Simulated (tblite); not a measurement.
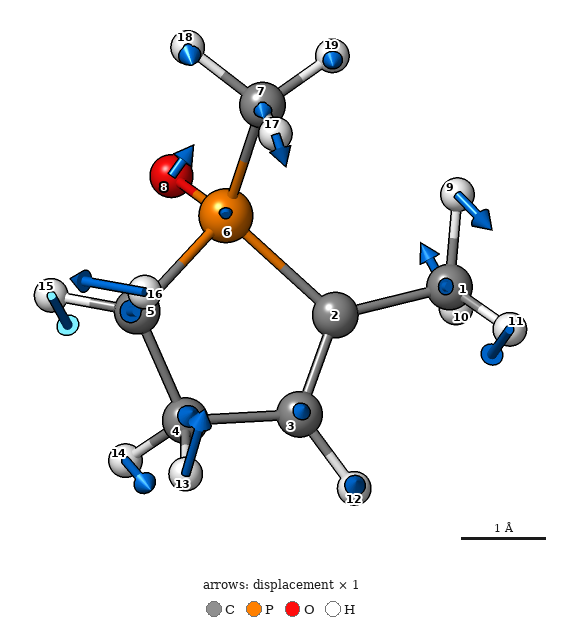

A relaxation of C6H11OP. The starting structure is drawn; blue arrows show the displacements, at their true length. The two geometries are superimposed by the best rigid fit.

The picture is a ball-and-stick view, seen at a tilt.

Method: tblite 0.8.0, GFN2-xTB geometry optimisation, gas phase. 

Question: What happened in the run?

Answer: The atom that moves furthest after the best rigid fit is H16 (1.20 Å). By element the largest moves are H 1.20 Å, C 0.48 Å, O 0.48 Å, P 0.15 Å. Among the contacts that change: P6–C7 1.782 → 1.835 Å, C3–C4 1.455 → 1.502 Å, C7–H18 1.134 → 1.089 Å, C4–C5 1.489 → 1.530 Å. Among the angles between lasting bonds that change: C2–P6–C7 113.8° → 106.6°, C3–C4–C5 114.3° → 108.4°, H17–C7–H18 104.5° → 110.4°. Groups turn about C1–C2 by about 60°, C5–P6 by about 45°, C4–C5 by about 45°. The energy falls by 0.570 eV in 184 geometry steps.
